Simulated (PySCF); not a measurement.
C3H5B: spin–spin coupling calculation

System: C3H5B.
Method: B3LYP/cc-pVTZ indirect spin-spin coupling, non-relativistic, gas phase (PySCF 2.14.0).

The geometry comes from this level: PBE0-D3(BJ)/def2-SVP. Figures and captions count atoms from 1; the log counts them from 0 in places.

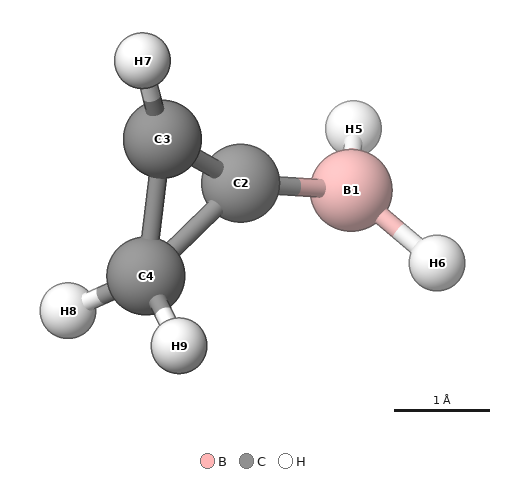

*The structure as given in the input (ball-and-stick view, seen at a tilt; atoms are numbered from 1 in the order of the input).*

### Results in brief

- outcome: converged
- total energy: −142.120515 hartree
- HOMO: −7.06 eV
- LUMO: −2.09 eV
- dipole moment: 0.86 D
- hardware: 1 CPU thread, shared host
- wall time: 19 s
- peak memory: 0.73 GiB

### The input
```
{"job": {"kind": "j", "xc": "B3LYP", "basis": "cc-pVTZ"}, "charge": 0, "multiplicity": 1}
B      1.620299     0.334862    -0.250784
C      0.125452     0.297196    -0.054084
C     -1.086421     0.676856     0.263239
C     -0.997180    -0.769353     0.034175
H      2.126931     0.992867    -1.129078
H      2.317120    -0.348581     0.463023
H     -1.687931     1.475314     0.693519
H     -1.325096    -1.201649    -0.921886
H     -1.034874    -1.477123     0.878346
```

The first line tells a small driver script what to run in PySCF; the rest is the geometry in Å.

Launched with:
```bash
OMP_NUM_THREADS=1 python <driver script> task.json out
```

### Output
```
coarse grid: 7448 points
cycle   1  E = -142.0932820959  dE =  3.829e-01  |g| = 3.035e-01  |ddm| = 6.550e+00
cycle   2  E = -142.0822146750  dE =  1.107e-02  |g| = 3.732e-01  |ddm| = 1.339e+00
cycle   3  E = -142.1186432107  dE = -3.643e-02  |g| = 6.584e-02  |ddm| = 7.298e-01
cycle   4  E = -142.1193169351  dE = -6.737e-04  |g| = 3.861e-02  |ddm| = 1.350e-01
cycle   5  E = -142.1196515352  dE = -3.346e-04  |g| = 1.120e-02  |ddm| = 6.696e-02
cycle   6  E = -142.1196900306  dE = -3.850e-05  |g| = 2.224e-03  |ddm| = 2.346e-02
cycle   7  E = -142.1196913113  dE = -1.281e-06  |g| = 7.867e-04  |ddm| = 4.543e-03
final grid: 71696 points
cycle   8  E = -142.1205098133  dE = -3.235e-05  |g| = 4.294e-03  |ddm| = 6.279e-02
cycle   9  E = -142.1205062270  dE =  3.586e-06  |g| = 5.580e-03  |ddm| = 1.858e-02
cycle  10  E = -142.1205145522  dE = -8.325e-06  |g| = 5.615e-04  |ddm| = 1.030e-02
cycle  11  E = -142.1205145894  dE = -3.723e-08  |g| = 4.451e-04  |ddm| = 1.451e-03
cycle  12  E = -142.1205146405  dE = -5.109e-08  |g| = 6.774e-05  |ddm| = 6.482e-04
cycle  13  E = -142.1205146416  dE = -1.024e-09  |g| = 2.187e-05  |ddm| = 1.444e-04
cycle  14  E = -142.1205146417  dE = -1.153e-10  |g| = 6.444e-06  |ddm| = 4.092e-05
```

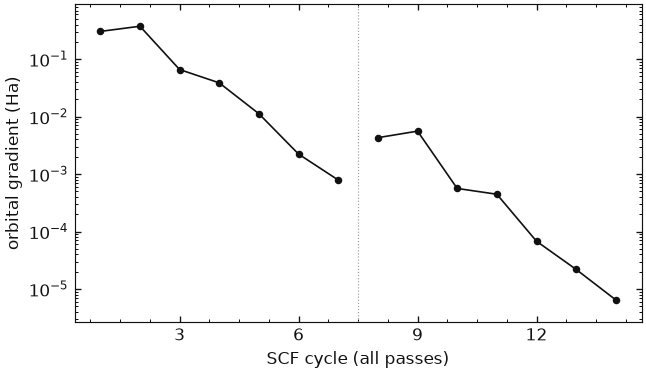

*Convergence of the self-consistent field: orbital gradient against the SCF cycle. The dotted line marks the change from a coarse to the final integration grid.*

The first 7 cycles use a coarse grid, the final grid takes over at cycle 8, and the field converges after 14 cycles in all.

```
converged SCF energy = -142.1205146417

Indirect spin-spin couplings (Hz)
  i      j    bonds     total        FC       PSO       DSO        SD
  0 B    1 C    1     88.262    90.328    -2.603     0.180     0.358
  0 B    2 C    2      3.356     3.474     0.099    -0.161    -0.056
  0 B    3 C    2     -0.305     0.297    -0.537    -0.088     0.023
  0 B    4 H    1    138.786   139.055    -1.219     0.311     0.639
  0 B    5 H    1    138.203   138.473    -1.212     0.326     0.617
  0 B    6 H    3      0.737     0.769     0.435    -0.520     0.053
  0 B    7 H    3     -1.011    -0.983     0.207    -0.335     0.100
  0 B    8 H    3     -0.847    -0.564     0.083    -0.332    -0.034
  1 C    2 C    1     89.420    91.386    -6.143     0.137     4.040
  1 C    3 C    1     -4.072    -4.038    -0.142     0.134    -0.026
  1 C    4 H    2      3.925     4.406    -0.363    -0.114    -0.004
  1 C    5 H    2      1.044     1.564    -0.378    -0.092    -0.050
  1 C    6 H    2      6.178     6.580     0.121    -0.837     0.315
  1 C    7 H    2      0.172     0.369     0.303    -0.326    -0.175
  1 C    8 H    2     -0.927    -0.791     0.447    -0.388    -0.195
  2 C    3 C    1     17.304    20.197    -2.451     0.133    -0.574
  2 C    4 H    3      1.998     1.959     0.274    -0.306     0.071
  2 C    5 H    3      6.819     6.440     0.442    -0.369     0.307
  2 C    6 H    1    229.756   229.211    -0.601     0.672     0.474
  2 C    7 H    2      1.046     1.419     0.044    -0.467     0.050
  2 C    8 H    2     -2.720    -2.332     0.250    -0.460    -0.177
  3 C    4 H    3      1.386     1.562     0.100    -0.299     0.023
  3 C    5 H    3      0.302     0.402     0.012    -0.134     0.022
  3 C    6 H    2      2.635     2.526     0.491    -0.709     0.328
  3 C    7 H    1    170.628   168.840     0.779     0.652     0.357
  3 C    8 H    1    154.906   153.121     0.827     0.646     0.312
  4 H    5 H    2     -3.158    -2.903     1.534    -2.058     0.269
  4 H    6 H    4     -2.068    -1.898     0.886    -1.049    -0.008
  4 H    7 H    4      0.230     0.375     0.608    -0.752    -0.001
  4 H    8 H    4      0.543     0.809     1.028    -1.310     0.017
  5 H    6 H    4     -2.442    -2.247     1.087    -1.282     0.000
  5 H    7 H    4      0.490     0.666     0.803    -0.961    -0.019
  5 H    8 H    4      1.263     1.315     0.135    -0.185    -0.003
  6 H    7 H    3     -0.491     0.054     1.945    -2.388    -0.103
  6 H    8 H    3     -0.510    -0.155     1.636    -1.945    -0.046
  7 H    8 H    2      7.867     7.692     2.888    -3.058     0.345
```
